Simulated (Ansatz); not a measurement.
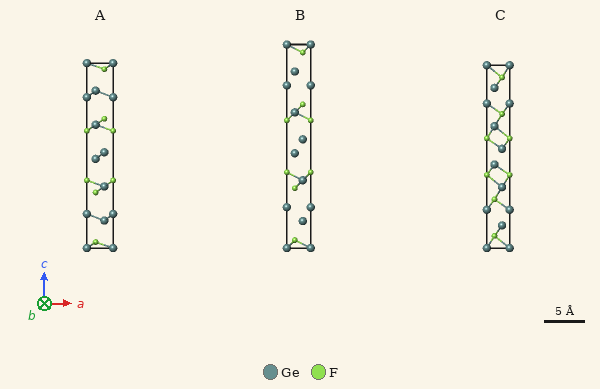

3 geometries from one relaxation of solid Ge3F2 (built on the tetradymite_166 type) (coarse preliminary run), in shuffled order. The picture is a ball-and-stick view of the conventional cell (3 times the calculation's cell), seen along the b axis. Lengths and directions refer to the drawn axes.

Case: anti-tetradymite type (R-3m, No. 166).

Method: Ansatz 0.2.0, DFT PBE, scalar-relativistic, plane waves, PAW. Settings: plane-wave cutoff 420 eV; k-point mesh 6 × 6 × 6; occupations gaussian; smearing width 0.1 eV; no spin polarisation; cell and atoms relaxed; force threshold 0.04 eV/Å; at most 70 steps.

Q: Put them in the order of the run, from the start to the converged end.

A: C, B, A. They are steps 0, 6, 18, at +515 meV per atom, +126 meV per atom relative to the last. The largest moves relative to the cell, 0.80 Å, are those of F atoms. Largest moves by element: F 0.80 Å, Ge 0.59 Å. The drawn cell changes as follows: a = b 3.351 → 3.865 Å (+15.4 %), c 23.298 → 23.566 Å (+1.2 %); the volume changes by +34.6 %. Near-neighbour distances that change, for instance: F–Ge 2.349 → 3.532 Å, Ge–Ge 2.779 → 2.385 Å, F–Ge 2.481 → 2.360 Å. The space group stays R-3m (No. 166). The energy falls by 515 meV per atom in 16 accepted moves (18 points after the start). The largest force component goes from 1.2 to 0.022 eV/Å. Pressure: 13.20 GPa at the start and 0.23 GPa at the end. At 2 points the geometry stayed and the basis and grid were re-selected for the new cell (energy shift of 47.3 meV per atom at most each time). Cost: 49 s on 1 thread of Intel(R) Xeon(R) 6975P-C (Granite Rapids), with other jobs on the host, peak memory 0.44 GiB.
